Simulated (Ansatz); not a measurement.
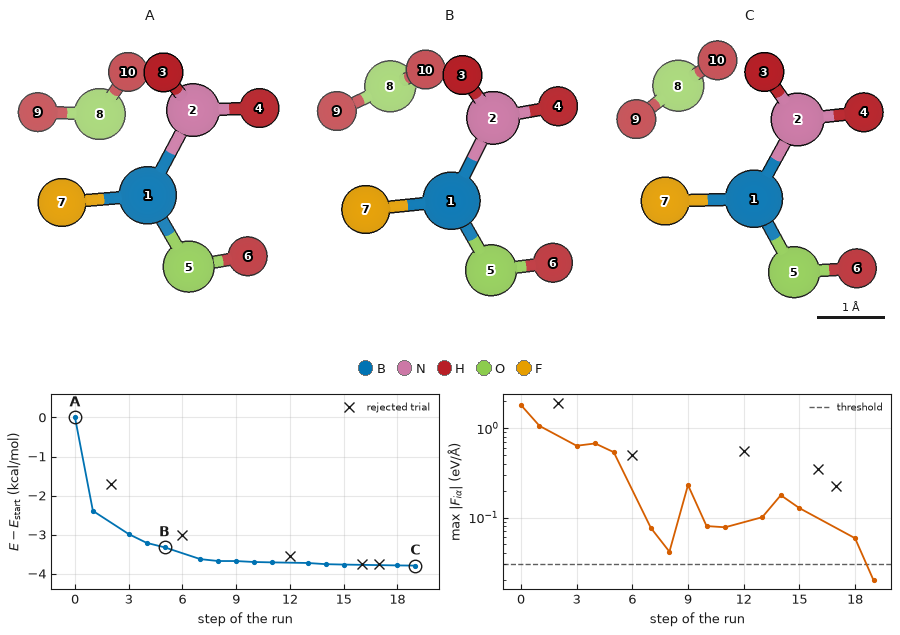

Frames of a relaxation of BNH₅O₂F, marked on the history of the run. A ball-and-stick model, seen from a free direction.

The run prepares an end point of a later path (reaction) calculation, from a guessed geometry.

These are results of Ansatz, RHF/6-31G*, not measurements. Settings: no spin polarisation; force threshold 0.03 eV/Å; at most 50 steps.

What happens along the run?

The atom that moves furthest after the best rigid fit is O8 (0.57 Å). Largest moves by element: O 0.57 Å, H 0.37 Å, N 0.18 Å, F 0.17 Å, B 0.12 Å. Among the contacts that change: B1–N2 1.488 → 1.411 Å, O8–H10 0.971 → 0.948 Å, B1–F7 1.325 → 1.332 Å, B1–O5 1.345 → 1.350 Å. Among the angles between lasting bonds that change: B1–N2–H4 120.0° → 124.1°, B1–N2–H3 116.9° → 120.6°. Over 14 accepted moves (19 points after the start) the energy falls by 3.79 kcal/mol. The largest force component goes from 1.8 to 0.02 eV/Å. The line search rejected the trial steps at points 2, 6, 12, 16, 17 of the run. From step 0 to 5: O8 moves most (0.50 Å), energy −3.33 kcal/mol. From step 5 to 19: F7 moves most (0.33 Å), energy −0.47 kcal/mol.

```
step  E − E(0), kcal/mol  largest force component, eV/Å      note
   0                0.00                         1.8240          
   1               -2.39                         1.0636          
   2               -1.70                         1.9381  rejected
   3               -2.99                         0.6371          
   4               -3.21                         0.6762          
   5               -3.33                         0.5399          
   6               -3.02                         0.5029  rejected
   7               -3.63                         0.0765          
   8               -3.68                         0.0414          
   9               -3.68                         0.2311          
  10               -3.70                         0.0802          
  11               -3.71                         0.0777          
  12               -3.55                         0.5610  rejected
  13               -3.73                         0.1008          
  14               -3.76                         0.1778          
  15               -3.77                         0.1275          
  16               -3.75                         0.3463  rejected
  17               -3.75                         0.2284  rejected
  18               -3.79                         0.0586          
  19               -3.79                         0.0197
```

Limits of the set-up: the start holds two separate molecules, 2.3 Å apart at their closest, whose relative position is a soft coordinate and is computed without a dispersion correction; Hartree-Fock leaves out electron correlation.
